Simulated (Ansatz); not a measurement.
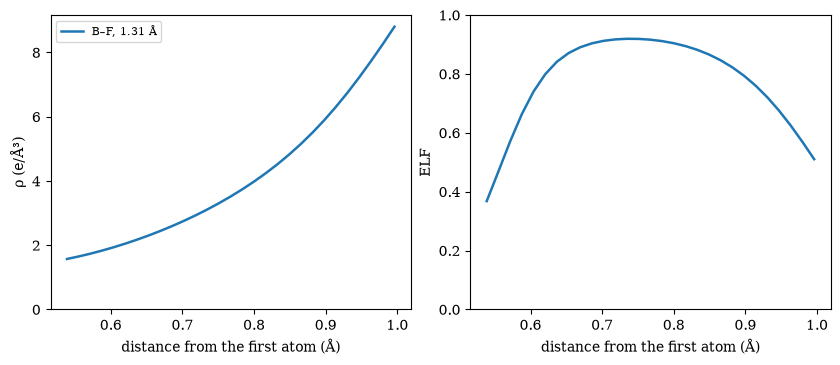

*BF2 (SMILES F[B]F) (doublet). Total electron density and ELF along straight lines between neighbouring atoms. The curves leave out the atomic cores.*

Geometry: PBE0-D4/def2-TZVP.

Method: Ansatz, isolated molecule in a Gaussian basis; Hartree-Fock.

Input

```
basis:
  gaussian:
    orbitals: def2-SVP
crystal:
  periodic: [false, false, false]
  atoms:
    - symbol: F
      position_ang: [0.513100, -1.044300, 0.160000]
    - symbol: B
      position_ang: [0.279000, 0.240500, 0.181300]
    - symbol: F
      position_ang: [-0.802900, 0.738900, -0.354600]
output:
  forces: true
  orbitals: {seedname: orbitals}
hamiltonian:
  xc: hf
accuracy: high
magnetization:
  spin_polarized: true
  initial_magnetization: 1
```

Launched as:

```sh
ansatz run run.yaml --threads 1 --pin off --max-ram 2610MiB --events-out events.jsonl --progress --plain --runs-dir runs
```

What kind of bonding do the profiles show?

B–F (1.31 Å): ρ at the midpoint is about 2.3 e/Å³; the ELF peaks at about 0.90 between the atoms: a shared but strongly polarised pair.
